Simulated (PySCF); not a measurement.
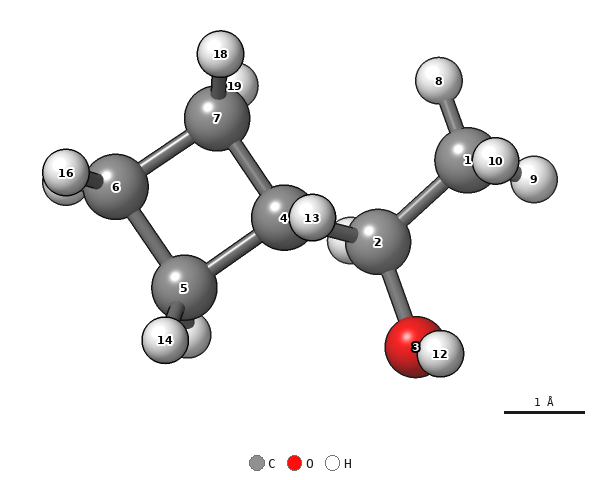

Figure 1. The input geometry (ball-and-stick view, seen on its broad side; atoms are numbered from 1 in the order of the input). Bond lengths as drawn: C–C 1.53 to 1.54 Å, C–H 1.09 to 1.10 Å, C–O 1.41 Å and H–O 0.96 Å.

# C6H12O: NMR shielding calculation

C6H12O (1-cyclobutylethanol), computed with GIAO PBE0/IGLO-II NMR shielding, non-relativistic, gas phase (PySCF 2.14.0).

The geometry comes from this level: GFN2-xTB. It belongs to a series of runs on one base structure; here: PBE0/IGLO-II; grid level 3; guess atom. Figures and captions count atoms from 1; the log counts them from 0 in places.

**Output**
```
final grid: 216488 points
cycle   1  E = -310.2918026892  dE =  2.361e+00  |g| = 1.414e+00  |ddm| = 3.332e+00
cycle   2  E = -310.0215318460  dE =  2.703e-01  |g| = 1.750e+00  |ddm| = 2.675e+00
cycle   3  E = -310.7655835292  dE = -7.441e-01  |g| = 1.361e-01  |ddm| = 1.859e+00
cycle   4  E = -310.7684666071  dE = -2.883e-03  |g| = 7.169e-02  |ddm| = 1.545e-01
cycle   5  E = -310.7695973492  dE = -1.131e-03  |g| = 1.271e-02  |ddm| = 5.433e-02
cycle   6  E = -310.7696247782  dE = -2.743e-05  |g| = 5.206e-03  |ddm| = 1.350e-02
cycle   7  E = -310.7696295489  dE = -4.771e-06  |g| = 8.712e-04  |ddm| = 4.143e-03
cycle   8  E = -310.7696297077  dE = -1.588e-07  |g| = 2.232e-04  |ddm| = 8.496e-04
cycle   9  E = -310.7696297187  dE = -1.100e-08  |g| = 5.722e-05  |ddm| = 2.591e-04
cycle  10  E = -310.7696297194  dE = -7.153e-10  |g| = 1.229e-05  |ddm| = 4.949e-05
converged SCF energy = -310.7696297194

GIAO shielding tensors (ppm)
atom      isotropic    diamagn.    paramagn.     s11        s22        s33       span
  0 C      165.835     244.159     -78.324    151.235    156.486    189.786     38.550
  1 C      108.805     239.272    -130.467     84.507    102.195    139.714     55.207
  2 O      267.152     385.978    -118.826    231.939    253.178    316.339     84.399
  3 C      143.191     243.873    -100.682    130.191    140.849    158.534     28.343
  4 C      162.795     246.545     -83.750    151.413    152.824    184.148     32.734
  5 C      172.505     248.514     -76.009    162.024    169.404    186.087     24.063
  6 C      163.818     246.639     -82.821    149.963    155.802    185.690     35.726
  7 H       30.871      30.527       0.344     26.094     30.539     35.978      9.884
  8 H       30.802      29.620       1.182     26.909     28.261     37.235     10.326
  9 H       31.778      31.117       0.661     28.330     30.387     36.617      8.286
 10 H       28.508      31.461      -2.953     26.886     27.729     30.908      4.022
 11 H       32.776      32.191       0.585     25.354     29.984     42.990     17.636
 12 H       30.172      33.097      -2.926     27.656     30.548     32.311      4.655
 13 H       29.892      30.865      -0.973     26.277     27.847     35.553      9.275
 14 H       29.883      31.415      -1.532     26.413     29.334     33.900      7.487
 15 H       30.130      30.779      -0.649     26.964     27.620     35.806      8.842
 16 H       30.253      30.139       0.114     26.845     27.102     36.813      9.968
 17 H       29.992      31.214      -1.222     26.297     28.219     35.462      9.165
 18 H       30.432      32.083      -1.650     26.851     30.171     34.276      7.426
```

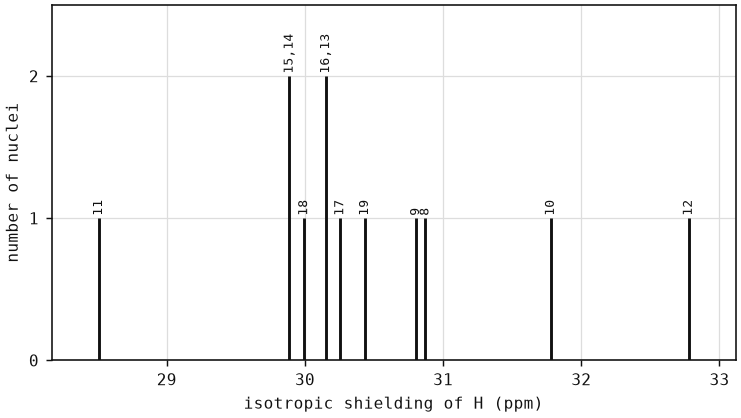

Figure 2. Isotropic shieldings of the hydrogen nuclei in this fixed geometry, labelled by atom number; shielding grows to the right, so chemical shift grows to the left. The least shielded is H11 (28.5 ppm), the most shielded H12 (32.8 ppm).

The run was set up as follows.

**Input file**
```
{"job": {"kind": "nmr", "xc": "PBE0", "basis": "IGLO-II", "pop": true, "grid": 3, "scf": {"guess": "atom"}}, "charge": 0, "multiplicity": 1}
C     -2.128775    -0.532689     0.645920
C     -1.093698    -0.373151    -0.468984
O     -1.668012     0.198740    -1.626173
C      0.106164     0.443509     0.012399
C      1.282651     0.560632    -0.975018
C      2.243921     0.079373     0.121827
C      1.043532    -0.236138     1.027150
H     -1.692254    -1.052919     1.493436
H     -2.981006    -1.101095     0.281669
H     -2.477487     0.443686     0.980292
H     -0.752605    -1.361381    -0.796849
H     -1.982579     1.082417    -1.403371
H     -0.243247     1.421041     0.357201
H      1.471501     1.558638    -1.364517
H      1.193156    -0.129715    -1.810793
H      2.880814     0.870310     0.511828
H      2.866846    -0.772380    -0.141329
H      1.067772     0.213023     2.017644
H      0.853502    -1.302651     1.130206
```

The first line tells a small driver script what to run in PySCF; the rest is the geometry in Å.

Command:
```bash
OMP_NUM_THREADS=1 python <driver script> task.json out
```

**Key numbers**

- outcome: converged
- total energy: −310.769630 hartree
- HOMO: −7.44 eV
- LUMO: 1.22 eV
- dipole moment: 1.59 D
- isotropic shielding, C: 108.8 to 172.5 ppm
- isotropic shielding, O: 267.2 ppm
- isotropic shielding, H: 28.5 to 32.8 ppm
- hardware: 1 CPU thread, shared host
- wall time: 40 s
- peak memory: 0.91 GiB

**Remarks**

Settings chosen away from the usual ones: PBE0/IGLO-II; grid level 3; guess atom.
